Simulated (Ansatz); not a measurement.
# Cl2FH2NSi: basis-set convergence

How large a basis does Cl2FH2NSi need? Two functionals are run in growing sets.

The runs use Ansatz 0.2.0, Gaussian basis; one geometry, several basis sets.

Levels to be run: PBE0-D4/def2-SVP; ωB97M-V/def2-SVP; PBE0-D4/def2-QZVPP; ωB97M-V/def2-QZVPP; the functionals' def2-TZVPP values are taken from earlier runs.

### Step 1. The geometry

The geometry comes from an earlier relaxation with PBE0-D4 in a triple-zeta def2 set; it is a stationary point, not always the lowest conformer.

SMILES `N[Si](F)(Cl)Cl`, 7 atoms, charge 0, spin multiplicity 1.

Atoms are counted from 1 here; the program's logs count them from 0.

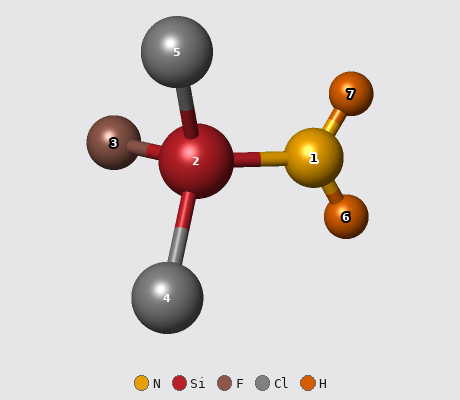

The geometry (nitrogen amber, silicon red, fluorine brown, chlorine grey, hydrogen orange); atoms are numbered from 1 in the order of the file.

### Step 2. PBE0-D4 in def2-SVP

in.yaml reads:

```yaml
crystal:
  periodic: [false, false, false]
  atoms:
    - {symbol: N, position_ang: [-1.058957, 0.085790, 0.191689]}
    - {symbol: Si, position_ang: [0.586455, -0.079414, -0.080268]}
    - {symbol: F, position_ang: [1.377950, -0.829488, 1.069657]}
    - {symbol: Cl, position_ang: [0.881951, -1.181429, -1.756199]}
    - {symbol: Cl, position_ang: [1.429731, 1.759226, -0.216615]}
    - {symbol: H, position_ang: [-1.715346, -0.648844, -0.008655]}
    - {symbol: H, position_ang: [-1.440586, 0.826159, 0.754592]}
basis:
  gaussian: {orbitals: def2-SVP}
hamiltonian: {xc: pbe0, dispersion: d4}
output: {orbitals: {seedname: orbitals}}
```

Further steps of the session: ωB97M-V in def2-SVP; PBE0-D4 in def2-QZVPP; ωB97M-V in def2-QZVPP.

Q: Predict the results of all the runs planned. Wanted: PBE0-D4: double and triple zeta above quadruple; ωB97M-V: double and triple zeta above quadruple.

As calculated:

```
                                       quantity           value
PBE0-D4: double and triple zeta above quadruple  18.33, 1.26 eV
ωB97M-V: double and triple zeta above quadruple  18.26, 1.19 eV
```

In words: For PBE0-D4 the step from double to triple zeta gains 17.07 eV and the next only 1.26 eV. These are total energies; as a rule much of such shifts cancels in differences, which this series doesn't test. The LUMO of ωB97M-V is positive and keeps falling with the basis (2.85 to 1.44 eV): an unbound level that the basis holds in place.
